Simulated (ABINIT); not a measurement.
**A GW chain in ABINIT: CdF2 (Fm-3m)**

Aim: the G0W0 gap of CdF2 (Fm-3m) on PBE, step by step.

Program: ABINIT 10.8.3. Level of theory: PBE and many-body steps on it, plane waves. Results are calculated unless marked as measured.

### 1. The starting structure

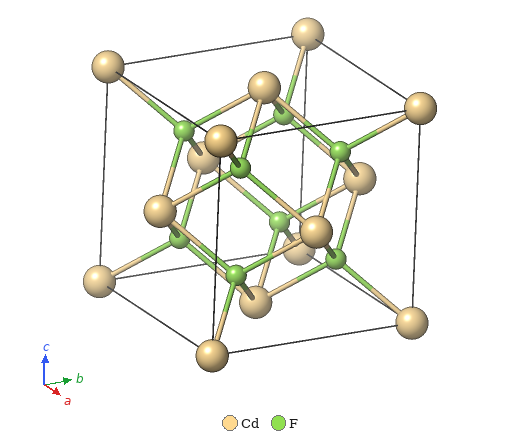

The cell as given, slightly off an axis (cadmium orange, fluorine green). This picture shows the conventional cell, with its axes. Some periodic images of atoms are drawn too.

The cell and positions come from the Crystallography Open Database and are kept as given unless a step says otherwise.

### 2. Ground state

This step: ABINIT 10.8.3; DFT, PBE, plane waves, norm-conserving pseudopotentials.

The ground-state density comes first.

The input, run.abi:

```
acell 3*1.0 Angstrom
rprim 
  0.000000000000 2.694000000000 2.694000000000
  2.694000000000 -0.000000000000 2.694000000000
  2.694000000000 2.694000000000 -0.000000000000
ntypat 2
znucl 48 9
natom 3
typat 1 2 2
xred 
  0.000000000000 0.000000000000 0.000000000000
  0.250000000000 0.250000000000 0.250000000000
  0.750000000000 0.750000000000 0.750000000000
pp_dirpath "pseudos"
pseudos "Cd.upf, F.upf"
ecut 47
ngkpt 6 6 6
nshiftk 1
shiftk 0 0 0
kptopt 1
chksymbreak 0
nband 22
occopt 1
tolvrs 1e-10
nstep 60
prtwf 0
optforces 0
optstress 0
indata_prefix "in"
outdata_prefix "out"
tmpdata_prefix "tmp"
```

Started as:

```sh
> OMP_NUM_THREADS=1 mpirun -n 4 abinit run.abi > log
```

Numbers of over 12 decimals in the logs are rounded to 6 here.

The program printed:

```text
.Version 10.8.3 of ABINIT. v10.8.2 released Aug 2026.

 Symmetries : space group Fm -3 m (#225); Bravais cF (face-center cubic)
================================================================================
 Values of the parameters that define the memory need of the present run
     intxc =       0    ionmov =       0      iscf =       7    lmnmax =       6
     lnmax =       6     mgfft =      48  mpssoang =       3    mqgrid =    3001
     natom =       3  nloc_mem =       1    nspden =       1   nspinor =       1
    nsppol =       1      nsym =      48    n1xccc =    2501    ntypat =       2
    occopt =       1   xclevel =       2
-    mband =          22        mffmem =           1         mkmem =           4
       mpw =        4087          nfft =      110592          nkpt =          16
================================================================================
  Rough estimation (10% accuracy) of disk space for files :
================================================================================

--------------------------------------------------------------------------------
------------- Echo of variables that govern the present computation ------------
--------------------------------------------------------------------------------
 -outvars: echo values of preprocessed input variables --------
            acell      1.8897261259E+00  1.8897261259E+00  1.8897261259E+00 Bohr

      chksymbreak           0
             ecut      4.70000000E+01 Hartree
-          fftalg         312

              ixc     -101130
              kpt      0.00000000E+00  0.00000000E+00  0.00000000E+00
                       1.66666667E-01  0.00000000E+00  0.00000000E+00
                       3.33333333E-01  0.00000000E+00  0.00000000E+00
                       5.00000000E-01  0.00000000E+00  0.00000000E+00
                       1.66666667E-01  1.66666667E-01  0.00000000E+00
                       3.33333333E-01  1.66666667E-01  0.00000000E+00
                       5.00000000E-01  1.66666667E-01  0.00000000E+00
                      -3.33333333E-01  1.66666667E-01  0.00000000E+00
                      -1.66666667E-01  1.66666667E-01  0.00000000E+00
   [... 5 further rows ...]
                      -3.33333333E-01  3.33333333E-01  1.66666667E-01
                      -3.33333333E-01  5.00000000E-01  1.66666667E-01
         kptrlatt        6    0    0      0    6    0      0    0    6
          kptrlen      4.31979072E+01
P           mkmem           4
            natom           3
            nband          22
            ngfft          48      48      48
             nkpt          16
            nstep          60
             nsym          48
           ntypat           2
              occ      2.000000  2.000000  2.000000  2.000000  2.000000  2.000000
                       2.000000  2.000000  2.000000  2.000000  2.000000  2.000000
                       2.000000  2.000000  2.000000  2.000000  2.000000  0.000000
                       0.000000  0.000000  0.000000  0.000000
        optforces           0
        optstress           0
            prtwf           0
            rprim      0.0000000000E+00  2.6940000000E+00  2.6940000000E+00
[...]
spgroup         225

           tolvrs      1.00000000E-10

             xred      0.0000000000E+00  0.0000000000E+00  0.0000000000E+00
[...]
znucl       48.00000    9.00000

================================================================================

 chkinp: Checking input parameters for consistency.

================================================================================
== DATASET  1 ==================================================================
-   mpi_nproc: 4, omp_nthreads: 1 (-1 if OMP is not activated)

--- !DatasetInfo
iteration_state: {dtset: 1, }
dimensions: {natom: 3, nkpt: 16, mband: 22, nsppol: 1, nspinor: 1, nspden: 1, mpw: 4087, }
cutoff_energies: {ecut:  47.0, pawecutdg:  -1.0, }
electrons: {nelect:   3.40000000E+01, charge:   0.00000000E+00, occopt:   1.00000000E+00, tsmear:   1.00000000E-02, }

 Real(R)+Recip(G) space primitive vectors, cartesian coordinates (Bohr,Bohr^-1):
 R(1)=  0.0000000  5.0909222  5.0909222  G(1)= -0.0982140  0.0982140  0.0982140
 R(2)=  5.0909222  0.0000000  5.0909222  G(2)=  0.0982140 -0.0982140  0.0982140
 R(3)=  5.0909222  5.0909222  0.0000000  G(3)=  0.0982140  0.0982140 -0.0982140
 Unit cell volume ucvol=  2.6388784E+02 bohr^3
 Angles (23,13,12)=  6.00000000E+01  6.00000000E+01  6.00000000E+01 degrees

 getcut: wavevector=  0.0000  0.0000  0.0000  ngfft=  48  48  48
         ecut(hartree)=     47.000   => boxcut(ratio)=   2.16031

--- Pseudopotential description ------------------------------------------------
- Cd Generated using ONCVPSP code by D. R. Hamann
- 48.00000  20.00000  171031                  znucl, zion, pspdat
12 -101130 2 -1 1368                          pspcod,pspxc,lmax,lloc,mmax
     nproj     2     2     2
  pspatm : epsatm=   23.16453630
         --- l  ekb(1:nproj) -->
[...]
pspatm: atomic psp has been read  and splines computed

- F Generated using ONCVPSP code by D. R. Hamann
-  9.00000   7.00000  171031                  znucl, zion, pspdat
12 -101130 2 -1 832                           pspcod,pspxc,lmax,lloc,mmax
     nproj     2     2     1
  pspatm : epsatm=    4.87625608
         --- l  ekb(1:nproj) -->
[...]
2   -2.441503
 pspatm: atomic psp has been read  and splines computed

   1.11917965E+03                                ecore*ucvol(ha*bohr**3)
--------------------------------------------------------------------------------

_setup2: Arith. and geom. avg. npw (full set) are    4061.921    4061.898

================================================================================

--- !BeginCycle
iteration_state: {dtset: 1, }
solver: {iscf: 7, nstep: 60, nline: 4, wfoptalg: 0, }
tolerances: {tolvrs: 1.00E-10, }

     iter   Etot(hartree)      deltaE(h)  residm     vres2
 ETOT  1  -223.63176735040    -2.236E+02 2.725E+00 1.413E+03
 ETOT  2  -224.50298913281    -8.712E-01 8.319E-02 1.678E+03
 ETOT  3  -224.70679396403    -2.038E-01 3.108E-03 4.979E+01
 ETOT  4  -224.71139101455    -4.597E-03 5.150E-04 1.998E+01
 ETOT  5  -224.71229993558    -9.089E-04 1.976E-04 4.881E+00
 ETOT  6  -224.71308530076    -7.854E-04 9.652E-05 3.119E-02
 ETOT  7  -224.71308873447    -3.434E-06 2.095E-04 9.655E-04
 ETOT  8  -224.71308867841     5.606E-08 9.632E-05 7.982E-04
 ETOT  9  -224.71308878466    -1.062E-07 1.016E-04 4.573E-07
 ETOT 10  -224.71308878472    -5.807E-11 9.904E-05 1.592E-08
 ETOT 11  -224.71308878473    -1.495E-11 2.072E-04 9.240E-11

 At SCF step   11       vres2   =  9.24E-11 < tolvrs=  1.00E-10 =>converged.

--- !ResultsGS
iteration_state: {dtset: 1, }
comment   : Summary of ground state results
lattice_vectors:
- [  0.0000000,   5.0909222,   5.0909222, ]
- [  5.0909222,  -0.0000000,   5.0909222, ]
- [  5.0909222,   5.0909222,  -0.0000000, ]
lattice_lengths: [   7.19965,    7.19965,    7.19965, ]
lattice_angles: [ 60.000,  60.000,  60.000, ] # degrees, (23, 13, 12)
lattice_volume:   2.6388784E+02
convergence: {deltae: -1.495E-11, res2:  9.240E-11, residm:  2.072E-04, diffor:  0.000E+00, }
etotal    :  -2.24713089E+02
entropy   :   0.00000000E+00
fermie    :   1.14494563E-01
cartesian_stress_tensor: null
pressure_GPa: null
xred      :
- [  0.0000E+00,   0.0000E+00,   0.0000E+00, Cd]
- [  2.5000E-01,   2.5000E-01,   2.5000E-01,  F]
- [  7.5000E-01,   7.5000E-01,   7.5000E-01,  F]
cartesian_forces: null
force_length_stats: {min: null, max: null, mean: null, }

 Integrated electronic density in atomic spheres:
 ------------------------------------------------
 Atom  Sphere_radius  Integrated_density
[...]
2        2.00000          7.04110802
    3        2.00000          7.04110802
================================================================================

 ----iterations are completed or convergence reached----

 Mean square residual over all n,k,spin=   79.257E-08; max=  20.720E-05
 reduced coordinates (array xred) for    3 atoms
       0.000000000000      0.000000000000      0.000000000000
       0.250000000000      0.250000000000      0.250000000000
       0.750000000000      0.750000000000      0.750000000000
 rms dE/dt=  0.0000E+00; max dE/dt=  0.0000E+00; dE/dt below (all hartree)
    1       0.000000000000      0.000000000000      0.000000000000
    2       0.000000000000      0.000000000000      0.000000000000
    3       0.000000000000      0.000000000000      0.000000000000

 cartesian coordinates (angstrom) at end:
    1      0.000000     0.000000     0.000000
    2      1.347000     1.347000     1.347000
    3      4.041000     4.041000     4.041000
 length scales=  1.889726125908  1.889726125908  1.889726125908 bohr
              =  1.000000000000  1.000000000000  1.000000000000 angstroms
 prteigrs : about to open file out_EIG
 Fermi (or HOMO) energy (hartree) =   0.11449   Average Vxc (hartree)=  -0.39118
 Eigenvalues (hartree) for nkpt=  16  k points:
 kpt#   1, nband= 22, wtk=  0.00463, kpt=  0.0000  0.0000  0.0000 (reduced coord)
  -3.50241   -2.07272   -2.07272   -2.07272   -0.64666   -0.60621   -0.09030   -0.09030
  -0.09030   -0.04620   -0.04620    0.07948    0.07948    0.07948    0.09700    0.09700
   0.09700    0.23002    0.58342    0.58342    0.58342    0.76535
 prteigrs : prtvol=0 or 1, do not print more k-points.

--- !EnergyTerms
iteration_state     : {dtset: 1, }
comment             : Components of total free energy in Hartree
kinetic             :  9.42038521653273E+01
hartree             :  6.59542414521142E+01
xc                  : -3.53695288897918E+01
Ewald energy        : -1.39421659606732E+02
psp_core            :  4.24111874353286E+00
local_psp           : -2.13304577453735E+02
non_local_psp       : -1.01653519544733E+00
total_energy        : -2.24713088784732E+02
total_energy_eV     : -6.11475465344877E+03
band_energy         : -2.17913730643475E+01

== END DATASET(S) ==============================================================
================================================================================

 -outvars: echo values of variables after computation  --------
           etotal     -2.2471308878E+02
            nband          22
             nkpt          16
          spgroup         225
 [... the other variables as echoed above ...]

 Calculation completed.
```

The job ended after 17 s (4 MPI ranks of Arm Neoverse V1, shared host; peak memory 0.35 GiB; 68 s of CPU time).

Numbers from this step:

| Item | Value |
| --- | --- |
| total energy | -6114.7547 eV |
| gap | 3.144 eV |
| k of the valence top | -0.3333, 0.5, 0.1667 |
| k of the conduction bottom | 0, 0, 0 |
| least direct gap | 3.620 eV |

The gap is indirect, with the least direct gap 0.48 eV higher.

(Part 1 of 3 ends here.)

[Paths, hosts, dates, memory and timing lines, banners, echoed tables and standing remarks are left out of the program output.]

[Logs are printed without paths, hosts, clocks, repeated set-up lines and the standing remarks that a program may print on its own settings, such as how far it seeks lower states.]

[Runs of the session that timed out or met a known fault of the program may be left out.]

[Hosts, paths, dates, database ids (printed as entryN), source tags and the programs' standing remarks are cut or masked in the printed files.]

[G0W0 gaps are taken among the corrected bands and points alone; a level outside them can change the order at an edge.]

[Where Ansatz stands beside ABINIT at settings called matched, ABINIT's density can come from a denser mesh and the files from another edition; pairs whose starting gaps differed by over 0.03 eV were left out, so agreement reads better than it is.]
